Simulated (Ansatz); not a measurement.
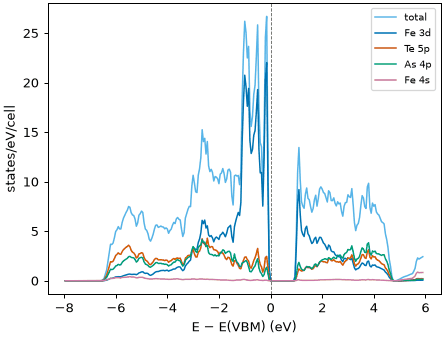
Figure: Total and projected density of states of FeTeAs in space group P2_1/c (No. 14; Fe on 4e, Te on 4e, As on 4e), DFT-r²SCAN in the program Ansatz with PAW potentials

Q: Which orbitals carry the states next to the gap?

A: Top 1 eV of the valence band: Fe 3d 79 %, Te 5p 10 %, As 4p 7 %. Bottom 1 eV of the conduction band: Fe 3d 59 %, As 4p 16 %, Te 5p 15 %. Projections are on Löwdin-orthogonalised atomic valence shells; empty p or d shells of many metals are not among them.

The first step of the workflow began from a Materials Project structure, measured or hypothetical; the Crystallography Open Database copy checked does not list it. Whether it is the stable phase at ambient conditions was not checked. Symmetry was held in the r²SCAN relaxation; its stability against distortions is not shown here. The run is not spin-polarised. Scalar-relativistic: spin–orbit coupling is off unless named, which matters more the heavier the elements.

Potentials: the later of the program's two PAW sets.
